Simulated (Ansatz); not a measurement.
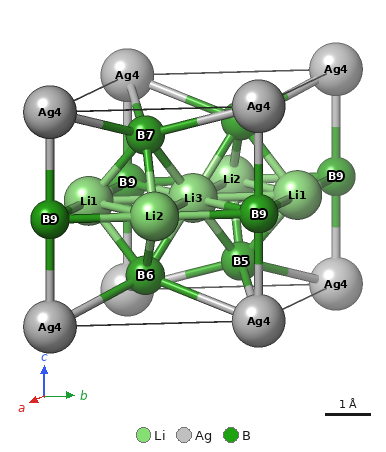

Starting structure of solid Li$_{3}$AgB$_{5}$ (a generated structure, set up in P6/mmm) (coarse preliminary run). A ball-and-stick model of the cell of the calculation, seen slightly off an axis.

The calculation used Ansatz 0.2.0, DFT PBE, scalar-relativistic, plane waves, PAW.

The input:
```yaml
crystal:
  lattice:
    - [4.69307121, 0.0, 0.0]
    - [-2.3465356, 4.06431889, 0.0]
    - [0.0, 0.0, 4.85809346]
  atoms:
    - { symbol: Li, position: [0.5, 0.0, 0.5] }
    - { symbol: Li, position: [0.0, 0.5, 0.5] }
    - { symbol: Li, position: [0.5, 0.5, 0.5] }
    - { symbol: Ag, position: [0.0, 0.0, 0.0] }
    - { symbol: B, position: [0.33333333, 0.66666667, 0.1729424] }
    - { symbol: B, position: [0.66666667, 0.33333333, 0.1729424] }
    - { symbol: B, position: [0.66666667, 0.33333333, 0.8270576] }
    - { symbol: B, position: [0.33333333, 0.66666667, 0.8270576] }
    - { symbol: B, position: [0.0, 0.0, 0.5] }
basis:
  ecutwfc: 420
kpoints:
  mp_grid: { grid: [6, 6, 4] }
hamiltonian:
  xc: pbe
scf:
  occupations: { method: gaussian, width: 0.1 }
  lower_state_search: "off"
output:
  forces: true
  stress: true
  eigenvalues: true
relax:
  adjacent_minimum: "off"
  f_tol: 0.04
  max_steps: 70
  cell: { stress_tol: 0.4 }
```

Run as
```bash
ansatz run input.yaml --threads 1 --pin off --max-ram 2048MiB --backend cpu --events-out ev --progress --plain --runs-dir out
```

**What does the optimiser find from here?**

The largest moves relative to the cell, 0.10 Å, are those of B5, B6, B7 and B8. B7 goes along +c. Li and Ag stay in place. The volume changes by +2.0 %, with a = b 4.693 → 4.537 Å (−3.3 %), c 4.858 → 5.302 Å (+9.1 %). Near-neighbour distances that change, for instance: Ag4–B9 2.429 → 2.651 Å, Li1–B5 2.088 → 2.258 Å, Ag4–B5 2.837 → 2.742 Å, Li1–B9 2.347 → 2.268 Å. The space group stays P6/mmm (No. 191). Over 3 accepted moves (4 points after the start) the energy falls by 0.781 eV per cell of the calculation. The largest force component goes from 2.6 to 0.0094 eV/Å. The pressure goes from 3.01 to −0.02 GPa. At 1 point the geometry stayed and the basis and grid were re-selected for the new cell (energy shift of 7.5 meV per cell of the calculation at most each time). Cost: 20 s on 1 thread of Intel(R) Xeon(R) Platinum 8259CL CPU @ 2.50GHz (Skylake/Cascade Lake), on a shared host, peak memory 0.45 GiB.

Step by step:

```
step  E − E(0), meV/atom  largest force component, eV/Å  pressure, GPa  volume, Å³/atom                      note
   0                0.00                         2.5587           3.01           10.296                          
   1              -73.39                         0.6372           2.38           10.261                          
   2              -85.37                         0.1089           0.84           10.424                          
   3              -85.95                         0.0189          -0.11           10.501                          
   4              -86.78                         0.0094          -0.02           10.501  same geometry, new basis
```

The structure at the end:

```xyz
9
Lattice="4.5368 0.0000 0.0000 -2.2684 3.9290 0.0000 0.0000 0.0000 5.3022" Properties=species:S:1:pos:R:3 pbc="T T T"
Li    2.2684    0.0000    2.6511
Li    3.4026    1.9645    2.6511
Li    1.1342    1.9645    2.6511
Ag    4.5368    0.0000    0.0000
B     0.0000    2.6193    0.8121
B     2.2684    1.3097    0.8121
B     2.2684    1.3097    4.4900
B     0.0000    2.6193    4.4900
B     4.5368    0.0000    2.6511
```

The end point in the same view:

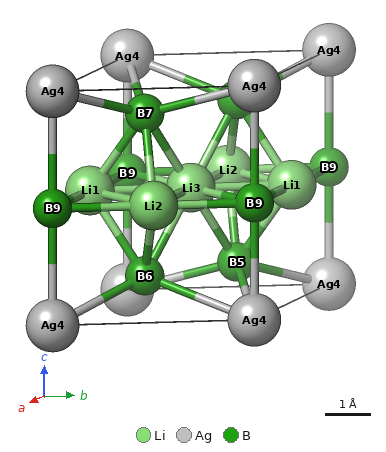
